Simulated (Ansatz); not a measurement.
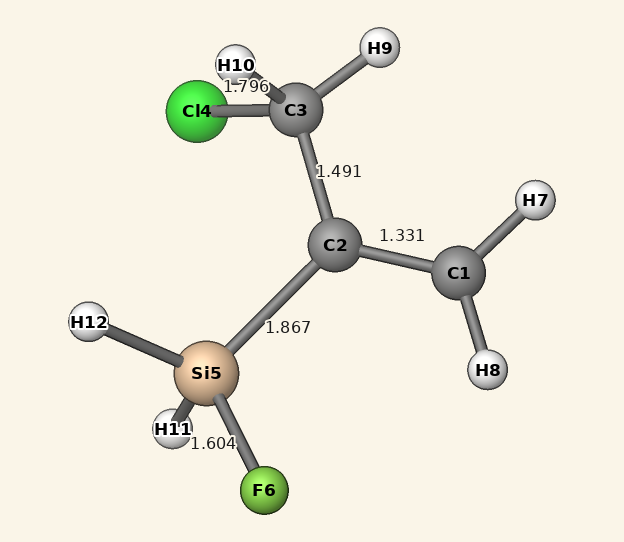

Bond lengths are marked in Å; every bond is drawn as one stick. The computed structure is the end point of a PBE0-D4/def2-TZVP optimisation. No frequency run is at hand to confirm it as a minimum.

Assign a bond order to each marked bond.

Answer. C1–C2 double; C2–C3 single; C2–Si5 single; C3–Cl4 single; Si5–F6 single.

Give the structure as SMILES.

Answer. C=C(CCl)[SiH2]F
